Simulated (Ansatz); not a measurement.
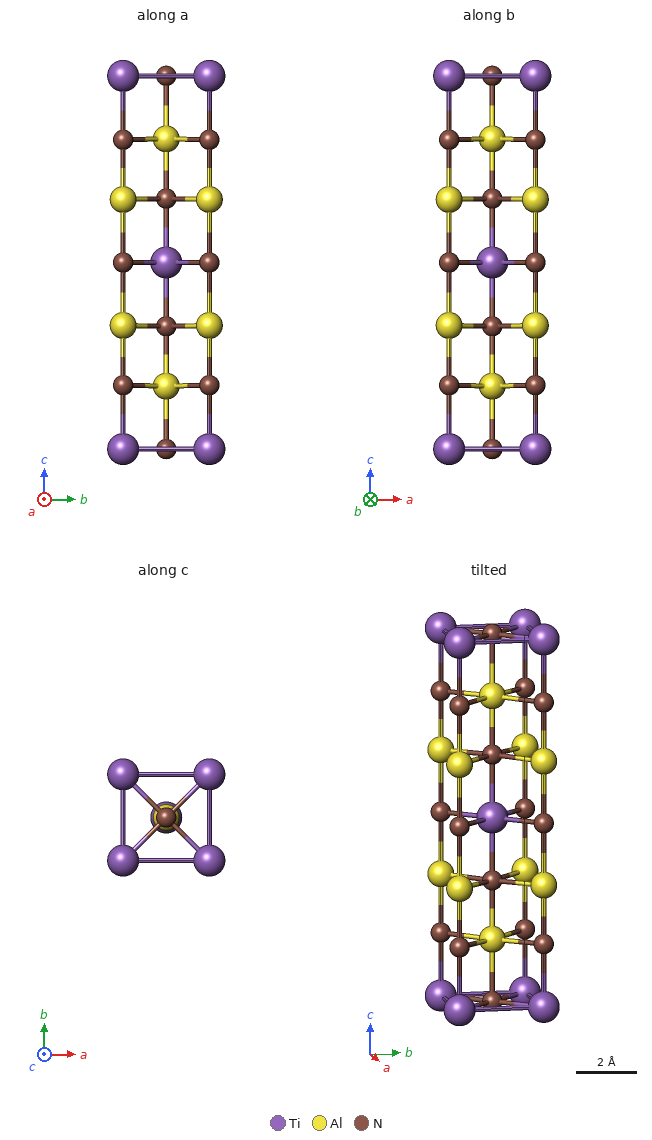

Ball-and-stick drawing of the structure, looking along the a axis, along the b axis, along the c axis and slightly off an axis. The box is the conventional unit cell; atoms on or close to its faces, edges and corners are drawn wherever they repeat.

Lattice parameters: a = 2.9153 Å, b = 2.9153 Å, c = 12.6165 Å, α = 90.000°, β = 90.000°, γ = 90.000°.

**Reconstruct the structure as a CIF with its space group and independent sites, with free fractional coordinates to two decimals.**

```cif
data_structure
_symmetry_space_group_name_H-M 'I 4/m m m'
_symmetry_Int_Tables_number 139
_cell_length_a 2.9153
_cell_length_b 2.9153
_cell_length_c 12.6165
_cell_angle_alpha 90.000
_cell_angle_beta 90.000
_cell_angle_gamma 90.000
_cell_volume 107.23
loop_
_atom_site_label
_atom_site_type_symbol
_atom_site_symmetry_multiplicity
_atom_site_Wyckoff_symbol
_atom_site_fract_x
_atom_site_fract_y
_atom_site_fract_z
_atom_site_occupancy
Ti1 Ti 2 a 0.00 0.00 0.00 1
Al1 Al 4 e 0.50 0.50 0.17 1
N1 N 2 b 0.50 0.50 0.00 1
N2 N 4 e 0.50 0.50 0.33 1
```

Provenance: a structure type filled with these elements by a generator (whether the compound takes this form wasn't checked). This is the structure after a relaxation with DFT PBE, scalar-relativistic, plane waves, PAW in Ansatz 0.2.0.
